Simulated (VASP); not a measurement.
Band structure of Cd$_{3}$MgTe$_{4}$ (ordered alloy cell). Method: PBEsol GGA, VASP's PBE PAW potentials (set 64) (plane waves; VASP).

Unless said otherwise, spin-orbit coupling is left out, though it shifts the bands of the heavy elements here.

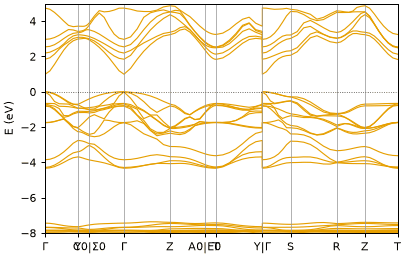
Figure. Bands along high-symmetry lines, zero at the valence-band maximum or, without a gap, the Fermi level

Q: Read the plot: is there a gap, and where are the band edges?

A: The gap is direct, 0.99 eV, from the valence maximum at Γ to the conduction minimum at Γ. (Edges off the drawn lines would not show.)

The structure was generated: Cd3MgTe4 was put into an ordered model structure (Amm2), which need not be its known phase. It was relaxed first.
